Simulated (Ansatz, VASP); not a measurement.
# GaN in two plane-wave programs

Wanted: the spread between two codes on one cell, functional and k mesh.

Program: Ansatz 0.2.0. Level of theory: plane waves, with VASP 6.6.1 beside it; dielectric response at LDA. Results are calculated unless marked as measured.

## 1. The starting structure

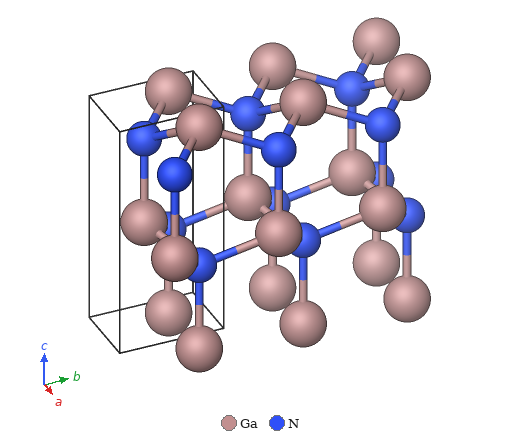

Start, viewed slightly off an axis; gallium pink, nitrogen blue. 2×3×1 cells are drawn. Some periodic images of atoms are drawn too.

## 2. Ansatz: dielectric response, LDA

Ansatz runs on its default PAW (the set named soft_2) files.

The response to a field tests empty states and converges slowly with the mesh.

File input.yaml:

```yaml
crystal:
  lattice:
    - [3.189, 0.0, 0.0]
    - [-1.5945, 2.761755013, 0.0]
    - [0.0, 0.0, 5.185]
  atoms:
    - { symbol: Ga, position: [0.3333333333, 0.6666666667, 0.0] }
    - { symbol: Ga, position: [0.6666666667, 0.3333333333, 0.5] }
    - { symbol: "N", position: [0.3333333333, 0.6666666667, 0.377] }
    - { symbol: "N", position: [0.6666666667, 0.3333333333, 0.877] }
hamiltonian:
  xc: lda
  pseudopotentials: { kind: paw }
kpoints:
  mp_grid: { grid: [12, 12, 7] }
scf:
  occupations: { method: fixed }
dielectric:
  method: response
```

The run is started by

```
$ ansatz run input.yaml --threads 2 --pin off --max-ram 4608MiB --backend cpu --events-out ev --progress --plain --runs-dir out
```

Numbers of over 12 decimals in the logs are rounded to 6 here.

The program printed:

```text
Engine: ansatz 0.2.0, aarch64-unknown-linux-gnu
Pseudopotentials: kind: paw
Pseudopotential: Ga, paw, valence charge 13, recommended cutoff 420 eV (normal), Ga.paw.azcp
Pseudopotential: N, paw, valence charge 5, recommended cutoff 420 eV (normal), N.paw.azcp
Functional definition: SPW92
  exchange = slater_x
  correlation = pw_c
Crystal: 4 atoms, lattice volume = 45.666 Å³
Basis set: ecut = 420 eV, 917 PW (Γ), exchange–correlation on 48×48×72 points (8 copies of the dense FFT grid, shifted against one another)
Bands: 22, of which v1, the nominal top of the filled ones, is band 18 counted from 1 (17 counted from 0)
Symmetry: 12 space group operations
k-points: 277 of 1008 (irreducible under 2 space group operations, time reversal used)
Non-local potential: Ga, projectors of the file, l = 0: 2, l = 1: 2, l = 2: 3, l = 3: 1
Non-local potential: N, projectors of the file, l = 0: 2, l = 1: 2, l = 2: 1
PAW form: soft (Blöchl's): semilocal exchange-correlation on the pseudo side does not see the compensation charge
PAW frozen core: Ga, regenerated for the run's functional, and the local potential with it (the file was generated under x = pbe(κ = 0.804, μ = 0.219515), c = pbe(β = 0.066725))
PAW frozen core: N, regenerated for the run's functional, and the local potential with it (the file was generated under x = pbe(κ = 0.804, μ = 0.219515), c = pbe(β = 0.066725))
PAW one-centre angular grid: Ga, 590 points (default); XC on 64 Gauss nodes
PAW one-centre angular grid: N, 110 points (default); XC on 64 Gauss nodes
Initial density: superposition of atomic densities (neutral atoms: chi_scale 0, normalization atom), corrected by the library's trained network
Initial wavefunctions: pseudopotential atomic-orbital guess
Functional: x = slater, c = lda
SCF iter   1: F=—  HF=-8164.184338 eV  |F-HF|=—  |Δ(HF+E_count)|=         —  Δρ=1.36e-2  dr2=8.13e-2  ethr=1.77e-3  ⟨swp⟩=4.3  Hψ=21368  notcnv=0  defer=203
preconditioner: auto → Resta (q_TF=auto, 2.622 Å⁻¹)  ε∞=5.0  [insulator: Δε(μ)=1.815 eV  Ē_g=16.484 eV  n_scr=22 (ndim 8)  ℏωp=33.0 eV  f_vac=0.010  ε∞_Penn≈5.0]
SCF iter   2: F=—  HF=-8164.161506 eV  |F-HF|=—  |Δ(HF+E_count)|=   2.28e-2  Δρ=3.58e-3  dr2=3.31e-3  ethr=2.26e-4  ⟨swp⟩=2.4  Hψ=11338  notcnv=0  defer=549
SCF iter   3: F=—  HF=-8164.160599 eV  |F-HF|=—  |Δ(HF+E_count)|=   9.08e-4  Δρ=1.63e-3  dr2=5.85e-4  ethr=9.19e-6  ⟨swp⟩=2.0  Hψ=6688  notcnv=0  defer=551
SCF iter   4: F=—  HF=-8164.160400 eV  |F-HF|=—  |Δ(HF+E_count)|=   1.99e-4  Δρ=1.22e-4  dr2=3.80e-6  ethr=1.63e-6  ⟨swp⟩=2.6  Hψ=10116  notcnv=0  defer=548
SCF iter   5: F=—  HF=-8164.160401 eV  |F-HF|=—  |Δ(HF+E_count)|=   1.35e-6  Δρ=3.49e-5  dr2=3.80e-7  ethr=1.05e-8  ⟨swp⟩=2.0  Hψ=9431  notcnv=0
SCF iter   6: F=—  HF=-8164.160401 eV  |F-HF|=—  |Δ(HF+E_count)|=   2.93e-7  Δρ=1.22e-5  dr2=6.43e-8  ethr=1.06e-9  ⟨swp⟩=2.0  Hψ=11080  notcnv=0
SCF iter   7: F=—  HF=-8164.160401 eV  |F-HF|=—  |Δ(HF+E_count)|=   2.19e-8  Δρ=4.53e-6  dr2=1.03e-8  ethr=1.79e-10  ⟨swp⟩=2.3  Hψ=11257  notcnv=0
SCF iter   8: F=—  HF=-8164.160401 eV  |F-HF|=—  |Δ(HF+E_count)|=  2.50e-10  Δρ=8.62e-7  dr2=3.13e-10  ethr=2.85e-11  ⟨swp⟩=2.2  Hψ=10812  notcnv=0
SCF iter   9: F=-8164.160401 eV  HF=-8164.160401 eV  |F-HF|=9.09e-13  |Δ(HF+E_count)|=  9.73e-11  Δρ=1.03e-7  dr2=5.13e-12  ethr=1.00e-12  ⟨swp⟩=4.0  Hψ=19647  notcnv=0
SCF 1 converged in 9 iterations: F = -8164.160401 eV  dr2 = 5.13e-12
  greatest PAW one-centre occupation: 0.996 electrons in one spin orbital (limit 2), on the Ga atom at site 0 (counted from 0), in its partial waves of l = 2
NSCF: frozen V_eff on 4 k-points
DFPT response loops at Γ: preconditioner auto → Resta (q_TF=auto, 2.622 Å⁻¹)  ε∞=5.6 (no band partly filled); β = 1.00, the filter's whole step (`scf.mixing.beta` (0.50) is not read by the response loops at its default; to damp them type it under 1.00, their step now; it binds the ground state too); Broyden in place of MSR1
── the response to a field inside a basis, on 12×12×8 k-points: an SCF that follows is theirs, and a resumed run solves both again ──
Bands: 19, of which v1, the nominal top of the filled ones, is band 18 counted from 1 (17 counted from 0)
k-points: 168 of 1152 (irreducible under 4 space group operations, time reversal used)
Initial density: handed on by an earlier stage of this run
Initial wavefunctions: pseudopotential atomic-orbital guess (no wavefunctions were taken with the density)
Eigensolver: Dense (168 Hₖ)
SCF iter   1: F=—  HF=-8164.161035 eV  |F-HF|=—  |Δ(HF+E_count)|=         —  Δρ=5.37e-4  dr2=2.60e-5  ethr=1.00e-1
preconditioner: auto → Resta (q_TF=auto, 2.622 Å⁻¹)  ε∞=5.9  [insulator: Δε(μ)=2.231 eV  Ē_g=14.821 eV  n_scr=22 (ndim 8)  ℏωp=33.0 eV  f_vac=0.008  ε∞_Penn≈5.9]
SCF iter   2: F=—  HF=-8164.161035 eV  |F-HF|=—  |Δ(HF+E_count)|=   1.69e-7  Δρ=3.12e-4  dr2=1.29e-5  ethr=7.23e-8
SCF iter   3: F=—  HF=-8164.161035 eV  |F-HF|=—  |Δ(HF+E_count)|=   7.61e-8  Δρ=6.30e-5  dr2=4.84e-7  ethr=3.59e-8
SCF iter   4: F=-8164.161034 eV  HF=-8164.161034 eV  |F-HF|=6.87e-9  |Δ(HF+E_count)|=   1.32e-6  Δρ=1.10e-5  dr2=3.92e-8  ethr=1.35e-9
SCF 1 converged in 4 iterations: F = -8164.161034 eV  dr2 = 3.92e-8
  greatest PAW one-centre occupation: 0.995 electrons in one spin orbital (limit 2), on the Ga atom at site 0 (counted from 0), in its partial waves of l = 2
DFPT response loops at Γ: preconditioner auto → Resta (q_TF=auto, 2.622 Å⁻¹)  ε∞=5.2 (no band partly filled); β = 1.00, the filter's whole step (`scf.mixing.beta` (0.50) is not read by the response loops at its default; to damp them type it under 1.00, their step now; it binds the ground state too); Broyden in place of MSR1
SCF converged after 9 iterations
Free energy (F): -8164.160401 eV
Harris-Foulkes:  -8164.160401 eV  (|F-HF|=9.09e-13)
Internal energy: -8164.160401 eV  (E = F + TS)
E sigma→0 (E₀):  -8164.160401 eV
Fermi energy:    9.328728 eV
--- Per-component energies (eV) ---
  E_band       = -24.870938
  E_kinetic    = 493.342747
  E_local      = -3910.301129  (includes V_loc(G=0)·N_el)
  E_nonlocal   = 955.173295
  E_hartree    = 1793.655661
  E_xc         = -255.408528
  E_vxc        = -268.077618  (∫ρ·V_xc dr)
  E_paw        = -4070.315012  (= ΣΔE_a)
  E_vpaw       = -882.319692  (= ΣTr[D̂ρ^β])
  E_aug_tail   = 0.000105  (compensation charges beyond the density's cutoff)
  E_ewald      = -3173.924588
  E_core_change = 3.617048  (= ΣΔE_core)
  E_smearing   = -0.000000  (= −TS)
  E_closure    = -0.000000  (closes the sum)
  Σ components = -8164.160401   (vs F -8164.160401, Δ=0.00e0)
--- Band table (eV; the first three rows and the last of 277) ---
  k-point 0: bands = [... 14 lower, 8.2788, 9.2974, 9.3287, 9.3287, 11.2495, 13.4624, 18.3848, 19.0316]
  k-point 1: bands = [... 14 lower, 8.3290, 8.6717, 9.2747, 9.2747, 11.7782, 13.5069, 18.2405, 19.0563]
  k-point 2: bands = [... 14 lower, 8.4685, 8.4685, 9.1227, 9.1227, 12.6324, 13.6033, 17.9013, 18.4681]
  k-point 276: bands = [... 14 lower, 5.6778, 6.1406, 7.3492, 7.9002, 15.0203, 15.1926, 17.1223, 17.2482]
--- Dielectric response (ions clamped): 3 representative field directions + reference, inside a basis on a mesh of 1152 k-points (Σ response iterations 15) ---
  ε∞ (high-frequency dielectric tensor):
        5.797573     0.000000     0.000000
        0.000000     5.797573    -0.000000
       -0.000000     0.000000     5.960114
  Born effective charges Z* (e; rows j = field, columns β = displacement):
    site 0:
         2.60327    0.00000   -0.00000
        -0.00000    2.60327    0.00000
        -0.00000   -0.00000    2.74131
    site 1:
         2.60327    0.00000   -0.00000
        -0.00000    2.60327    0.00000
        -0.00000    0.00000    2.74131
    site 2:
        -2.60327   -0.00000    0.00000
         0.00000   -2.60327   -0.00000
         0.00000   -0.00000   -2.74131
    site 3:
        -2.60327   -0.00000    0.00000
         0.00000   -2.60327    0.00000
         0.00000    0.00000   -2.74131
  Z* charge neutrality: 3.156e-3 e pre-enforcement
  solved inside a basis spanned on kpoints, on 12×12×8 k-points, its susceptibility summed on 20×20×10: ε∞ is read to err by 2.3e-2, Z* by 1.7e-2 e (field_mesh: kpoints solves on kpoints); Z* is corrected for what the basis lacks
```

Wall time 2.7 min (2 threads of Arm Neoverse V2, shared host); peak memory 1.3 GiB; 5.3 min of CPU time.

Reading the cycles: dr2 is the Hartree energy of the density residual (eV), the measure of convergence; HF is the Harris–Foulkes estimate of the energy, which meets the free energy F at convergence.

(Continued in part 2 of 2.)

[Lines on the potential files, build, host, timing and source positions are cut from VASP's logs without a mark.]

[Logs are printed without paths, hosts, clocks, repeated set-up lines and the standing remarks that a program may print on its own settings, such as how far it seeks lower states.]

[Hosts, paths, dates, database ids (printed as entryN), source tags and the programs' standing remarks are cut or masked in the printed files.]
